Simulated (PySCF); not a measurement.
SMILES [Br][In]([F])[Cl] (BrClFIn) at its CAM-B3LYP/def2-SVP optimised geometry (Å):

```
4

In    -0.4610    -0.1376     0.0000
F     -1.3302    -1.8683     0.0023
Cl     1.8513    -0.1376     0.0000
Br    -1.8513     1.8683     0.0000
```

Calculation: CAM-B3LYP/def2-TZVP, def2 effective core potentials past Kr (PySCF). The core electrons that the potentials of In replace are not part of the density. Cells within 0.4 Å of a nucleus heavier than hydrogen are left out (blank, or x).

Map of the deformation density (molecule minus spherical neutral atoms) (e/bohr³) on the plane z = 0.0 Å:

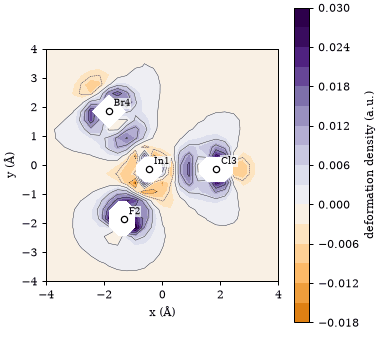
Figure: Deformation density (molecule minus spherical neutral atoms) (e/bohr³) on the plane z = 0.0 Å.
